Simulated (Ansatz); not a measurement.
# Cl2F4Mo: what the fields show

```yaml
atoms:
  - { symbol: Mo, position_ang: [0.0000, -0.0419, -0.0419] }
  - { symbol: F, position_ang: [0.0000, 0.0114, 1.7665] }
  - { symbol: F, position_ang: [1.7971, -0.0055, -0.0055] }
  - { symbol: F, position_ang: [0.0000, 1.7665, 0.0114] }
  - { symbol: F, position_ang: [-1.7971, -0.0055, -0.0055] }
  - { symbol: Cl, position_ang: [0.0000, -2.2957, 0.0307] }
  - { symbol: Cl, position_ang: [0.0000, 0.0307, -2.2957] }
```

Core potentials replace the inner electrons of Mo.

The calculation used Ansatz, RHF/def2-SVP.

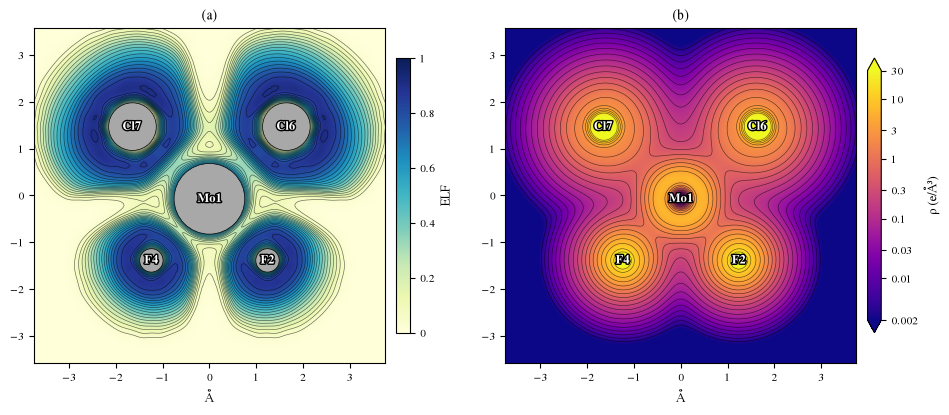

Figure 1. (a) electron localisation function; (b) electron density on the plane of atoms F2, Mo1 and Cl6. Grey discs cover the atomic cores in the ELF map.

> Read the bonding off the picture.

The plane passes through Mo, F and Cl nuclei.
Mo–F (1.81 Å): ρ at the midpoint is about 1.2 e/Å³; the ELF peaks at about 0.85 in the valence shell of F, 0.5 Å from its nucleus, and drops to about 0.25 between the two atoms.
Mo–Cl (2.25 Å): the density is about 0.73 e/Å³ at the midpoint; the ELF peaks at about 0.80 in the valence shell of Cl, 0.9 Å from its nucleus, and is about 0.40 at the midpoint.

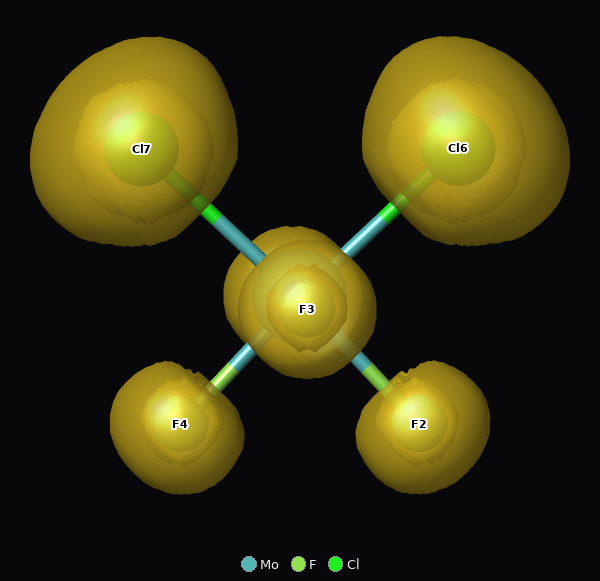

Figure 2. Isosurface of the electron localisation function at 0.8 (yellow), seen across its widest extent. Only the valence region is drawn (cores and ρ < 0.01 e/Å³ removed).

> Where are the electrons localised?

The ELF exceeds this value in two regions wrapped around Cl (the valence shell of each) and four regions wrapped around F (the valence shell of each). Along the contacts the grid gives the following. Mo–F (1.80 Å): the ELF peaks at about 0.85 in the valence shell of F, 0.5 Å from its nucleus, and drops to about 0.25 between the two atoms.

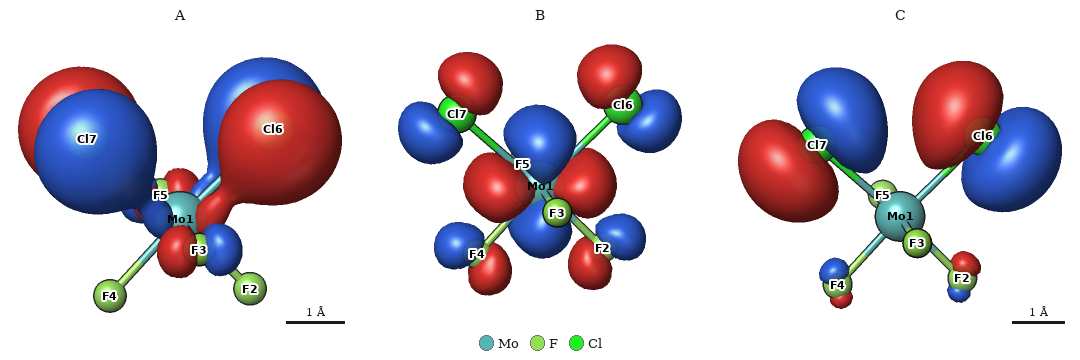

Figure 3. Three frontier orbitals at ±0.1 Å⁻³ᐟ² (blue and red are the two phases), in no order.

> Which picture is the HOMO−1, the HOMO and the LUMO?

A is the HOMO−1 (−14.07 eV). By Hirshfeld shares it lies mainly on Cl6 (about 45 %) and Cl7 (about 45 %); largely a combination of lone pairs on Cl6 and Cl7. C is the HOMO (−13.45 eV). By Hirshfeld shares it lies mainly on Cl6 (about 45 %) and Cl7 (about 45 %); largely a combination of lone pairs on Cl6 and Cl7. B is the LUMO (−3.55 eV). By Hirshfeld shares it lies mainly on Mo1 (about 65 %), Cl6 (about 10 %), Cl7 (about 10 %), F2 (about 5 %) and F4 (about 5 %).

> What is the HOMO–LUMO gap?

9.90 eV between the orbital energies.
